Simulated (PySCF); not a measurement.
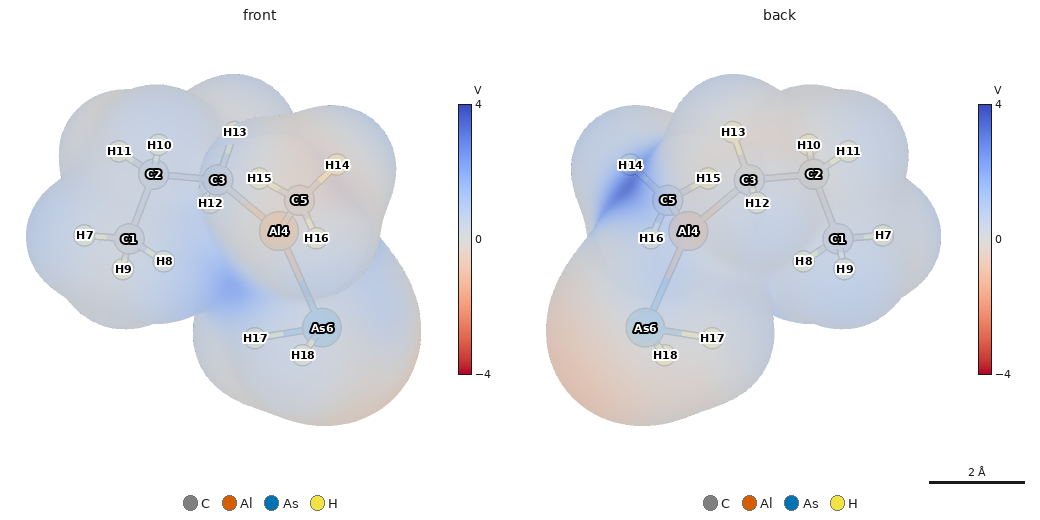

Figure 1: C₄H₁₂AlAs. The electrostatic potential painted on the density surface at 0.002 e/bohr³, seen from the front and from behind; the colour scale runs from red (negative) to blue (positive).

Geometry: GFN2-xTB.

These are results of CAM-B3LYP/def2-SVPD, SCF density, gas phase in PySCF, not measurements.

```xyz
18

C     1.8541    0.3643    0.5051
C     1.4654   -1.0651    0.1614
C     0.4052   -1.0924   -0.9504
Al   -1.1481    0.1102   -0.5004
C    -2.1617   -0.2618    1.1783
As   -1.6670    1.9635   -1.9713
H     2.5828    0.3991    1.3126
H     0.9599    0.9170    0.8192
H     2.2734    0.8674   -0.3648
H     1.0648   -1.5488    1.0561
H     2.3592   -1.6223   -0.1388
H     0.8806   -0.7624   -1.8916
H     0.1211   -2.1401   -1.1277
H    -2.9279   -1.0339    1.0368
H    -1.5247   -0.6193    1.9960
H    -2.6915    0.6231    1.5554
H    -0.1627    2.1505   -2.0087
H    -1.6916    2.7573   -0.6788
```

Describe the electrostatic potential map.

The most negative region (about −0.7 V, or −16 kcal/mol for a unit charge) lies over As6, the most positive (about +2.9 V, or +67 kcal/mol for a unit charge) over Al4.

What dipole moment does the calculation give?

Its dipole moment is 1.18 D.
